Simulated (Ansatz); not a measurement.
# NaVS3 (model cell, started as cubic perovskite with V in the octahedra): a soft mode frozen in, part 3 of 3

Aim: this structure of NaVS3 (model cell, started as cubic perovskite with V in the octahedra) is to be tested for unstable modes, and one is followed downhill.

Ansatz 0.2.0; DFT PBEsol, scalar-relativistic, plane waves, PAW; PAW set soft_1.

So far. Step 5 (Energy along the mode, all amplitudes (two of the runs …): The lowest of the steps tried is at 0.08 Å, 1.48 meV/atom below the parent; the bottom of the well need not coincide with a step. Step 7 (The new phase in its own primitive cell): The largest force component left is 0.66 meV/Å and the pressure is 0.003 GPa, within the tolerances set. The cell now holds 19.15 Å³/atom. The relaxed cell has a = 6.475, c = 9.137 Å (conventional setting).

The structure was built from a prototype and need not be the compound's stable phase.

## Step 8: Modes of the new phase

A relaxed structure may still be a saddle point, so its zone-centre modes are computed. No field response is asked, since the mesh shows no gap.

input.yaml reads:

```yaml
crystal:
  lattice:
    - [-3.2372795499, 3.2372795499, 4.5684239706]
    - [3.2372795499, -3.2372795499, 4.5684239706]
    - [3.2372795499, 3.2372795499, -4.5684239706]
  atoms:
    - { symbol: Na, position: [0.75, 0.75, 0.0] }
    - { symbol: Na, position: [0.25, 0.25, 0.0] }
    - { symbol: V, position: [0.0, 0.5, 0.5] }
    - { symbol: V, position: [0.5, 0.0, 0.5] }
    - { symbol: S, position: [0.2566972587, 0.7566972587, 0.0133945174] }
    - { symbol: S, position: [0.7433027413, 0.2433027413, 0.9866054826] }
    - { symbol: S, position: [0.7566972587, 0.7433027413, 0.5] }
    - { symbol: S, position: [0.2433027413, 0.2566972587, 0.5] }
    - { symbol: S, position: [0.75, 0.25, 0.5] }
    - { symbol: S, position: [0.25, 0.75, 0.5] }
kpoints:
  mp_grid: { grid: [8, 8, 8] }
hamiltonian:
  xc: pbesol
  pseudopotentials: { kind: paw, azcp: { folder: soft_1 }, xc_functional: pbe }
scf:
  occupations: { method: methfessel_paxton, width: 0.2 }
output:
  eigenvalues: true
phonons:
  method: dfpt
```

Command:

```
$ ansatz run input.yaml --threads 8 --pin off --max-ram 16384MiB --backend cpu --events-out ev --progress --plain --runs-dir out
```

Numbers of over 12 decimals in the logs are rounded to 6 here.

The log of the run:

```text
[...]
Crystal: 10 atoms, lattice volume = 191.508 Å³
Basis set: ecut = 420 eV, 3719 PW (Γ), exchange–correlation on 96×96×96 points (8 copies of the dense FFT grid, shifted against one another)
Bands: 50, of which v1, the nominal top of the filled ones, is band 40 counted from 1 (39 counted from 0)
Symmetry: 16 space group operations
k-points: 260 of 512 (irreducible under 1 space group operation, time reversal used)
[...]
SCF iter   1: F=—  HF=-14040.996725 eV  |F-HF|=—  |Δ(HF+E_count)|=         —  Δρ=9.47e-2  dr2=2.80e1  ethr=3.10e-3  ⟨swp⟩=8.1  Hψ=54124  notcnv=0
[...]
SCF iter  13: F=-14038.328605 eV  HF=-14038.328605 eV  |F-HF|=5.46e-12  |Δ(HF+E_count)|=  5.46e-11  S|Δr|=    0.00e0  Δρ=4.47e-8  dr2=3.55e-12  ethr=1.00e-12  ⟨swp⟩=6.6  Hψ=63281  notcnv=0
[...]
SCF 1 converged in 13 iterations: F = -14038.328605 eV  dr2 = 3.55e-12
[...]
DFPT response loops at Γ: preconditioner auto → Kerker (q_TF=auto, 2.359 Å⁻¹) (partly filled bands, converged f_vac=0.001); β = 1.00, the filter's whole step (`scf.mixing.beta` (0.50) is not read by the response loops under this deck's `scf.mixing.preconditioner`; to damp them name `kerker` or `kerker_dos`, under which they read `scf.mixing.beta`, and type it under 1.00, their step now; both keys bind the ground state too); Broyden in place of MSR1
SCF converged after 13 iterations
[...]
Free energy (F): -14038.328605 eV
[...]
Internal energy: -14038.357232 eV  (E = F + TS)
E sigma→0 (E₀):  -14038.335762 eV
Entropy (-TS):   0.028627 eV (2.863 meV/atom)
Fermi energy:    6.759607 eV
[...]
--- Band table (eV; the first three rows and the last of 260) ---
  k-point 0: bands = [... 36 lower, 5.7028, 6.4191, 6.4191, 6.4276, 7.1689, 7.1928, 7.2114, 7.2114, ... 6 higher]
  k-point 1: bands = [... 36 lower, 6.0008, 6.0083, 6.6126, 6.6764, 6.9600, 7.0219, 7.1942, 7.2056, ... 6 higher]
  k-point 2: bands = [... 36 lower, 6.0362, 6.0387, 6.1540, 6.1730, 7.1918, 7.2082, 7.2823, 7.2908, ... 6 higher]
  k-point 259: bands = [... 36 lower, 4.8957, 5.6890, 6.1297, 6.1297, 7.1959, 7.2014, 7.6646, 7.8575, ... 6 higher]
--- Phonons (Γ-DFPT): 8 representative perturbations + reference, on 260 of 512 k-points (Σ response iterations 27) ---
  k mesh reduced under 1 symmetry operation, with k and −k counted as one. Each operation leaves every solved perturbation unchanged. A smaller set is not used because it would not reduce the number of displacements times k-points to solve
  ASR residual: 7.378e-5 → 0.000e0 eV/Å²; symmetrization residual: 9.784e-6 eV/Å²
  ASR residual per site (eV/Å²): 7.38e-5 7.38e-5 3.22e-5 3.22e-5 2.62e-5 2.62e-5 2.62e-5 2.62e-5 2.85e-5 2.85e-5
  Γ frequencies (cm⁻¹): -94.83 -83.81 -83.81 -79.55 -75.74 -75.74 0.00 0.00 0.00 68.25 68.25 69.46 69.46 69.62 70.71 78.74 96.36 99.56 99.56 187.61 187.61 192.80 226.03 227.76 229.27 229.27 348.38 361.02 361.02 456.15
  non-analytic LO–TO correction: not included (Born effective charges unavailable; polar crystals: no LO–TO splitting at Γ)
```

Run time: 5.4 min. Hardware: 8 threads of Arm Neoverse V2, shared host; peak memory 7.1 GiB.

Numbers from this step:

```
sum-rule residual before enforcement                    : 7.38e-5 eV/Å²
point group                                             : 4/mmm
highest optical mode at the zone centre (no LO-TO term) : 456.1 cm⁻¹
lowest optical zone-centre mode                         : -94.83 cm⁻¹
```

Patterns of degenerate modes are one choice out of their space. Modes at Γ, with each element's share of the kinetic energy (negative means imaginary):

```tsv
mode	frequency (cm⁻¹)	symmetry	Na %	V %	S %
1	-94.8	A2u	1	62	37
2	-83.8	Eg	0	0	100
3	-83.8	Eg	0	0	100
4	-79.5	B1g	0	0	100
5	-75.7	Eu	2	64	34
6	-75.7	Eu	2	64	34
7	0.0	acoustic	14	30	57
8	0.0	acoustic	14	30	57
9	0.0	acoustic	14	30	57
10	68.2	Eg	99	0	1
11	68.2	Eg	99	0	1
12	69.5	Eu	84	1	15
13	69.5	Eu	84	1	15
14	69.6	A2g	99	0	1
15	70.7	A2u	85	1	14
16	78.7	B2g	0	0	100
17	96.4	B1u	0	1	99
18	99.6	Eu	0	1	99
19	99.6	Eu	0	1	99
20	187.6	Eu	0	89	11
21	187.6	Eu	0	89	11
22	192.8	B1u	0	99	1
23	226.0	A2g	1	0	99
24	227.8	A1g	0	0	100
25	229.3	Eg	1	0	99
26	229.3	Eg	1	0	99
27	348.4	A2u	0	7	93
28	361.0	Eu	0	15	85
29	361.0	Eu	0	15	85
30	456.1	B2g	0	0	100
```

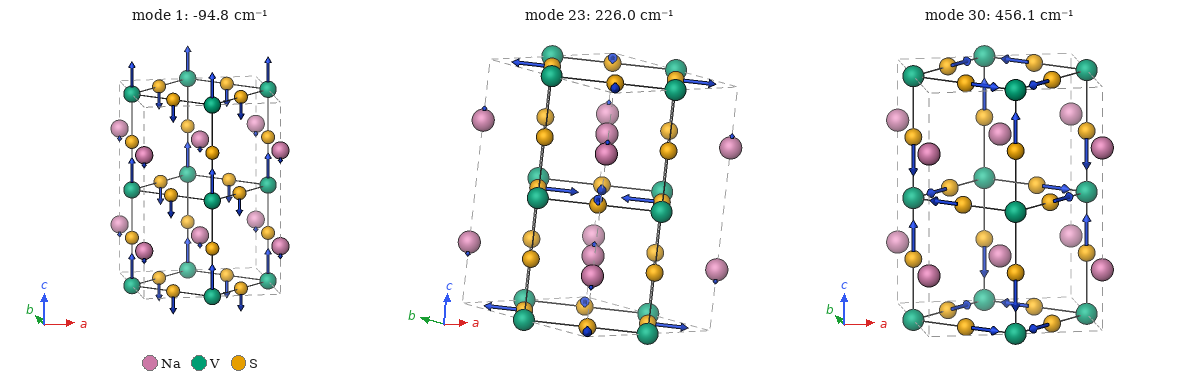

Displacement patterns of modes 1, 23 and 30 at Γ; arrows are exaggerated. Some periodic images of atoms are drawn too.

Before it was imposed, the acoustic sum rule was missed by 7.4e-5 eV/Å². Small misses are needed for a sound result but don't prove that mesh and cutoff are converged. The lowest optical mode is imaginary, 94.8i cm⁻¹, so the energy falls along it.

## Step 9: Outcome

```json
{"unstable mode of the parent": "q = (-0.5, -0.5, -0.5), 216i cm⁻¹", "depth at the lowest point sampled": "1.48 meV/atom", "largest atomic shift at that point": "0.08 Å", "space group reached (within 0.01 Å)": "I4/mcm", "energy gained over the parent (first relaxation, on the mesh of the frozen mode)": "1.86 meV/atom", "volume per atom, phase reached": "19.2 Å³", "lowest optical zone-centre mode, phase reached": "-94.8 cm⁻¹", "highest optical mode at the zone centre (no LO-TO term), phase reached": "456 cm⁻¹"}
```

In words: Along this mode the structure falls into I4/mcm, 1.86 meV/atom below the parent. At the parent's cell the well is 1.482 meV/atom deep on the steps tried, with its lowest point at a shift of 0.08 Å. Relaxing atoms and cell changes the gain by +0.38 meV/atom against the lowest step (energies at zero smearing). The new phase still has an imaginary mode at the zone centre of its cell, so it is a saddle point on the way to a lower structure. Of the 4 patterns followed to their end from this parent, this one ends 36.8 meV/atom above the lowest, Pmma. Another end point lies within 1 meV/atom; how such a difference moves with mesh and cutoff was not tested. Each path keeps the symmetry of its pattern, so a lower phase may lie along a pattern not tried. With no gap, or one that is small against the smearing, the frequencies hang on the k mesh and the smearing, most of all near Kohn anomalies. The phonon runs are without spin polarisation, although V often carries a moment. The PAW files were made for PBE and serve the other functionals too. The starting cell was built on a prototype and not taken from a measurement, so the phase need not exist.

[Logs are printed without paths, hosts, clocks, repeated set-up lines and the standing remarks that a program may print on its own settings, such as how far it seeks lower states.]

[Hosts, paths, dates, database ids (printed as entryN), source tags and the programs' standing remarks are cut or masked in the printed files.]
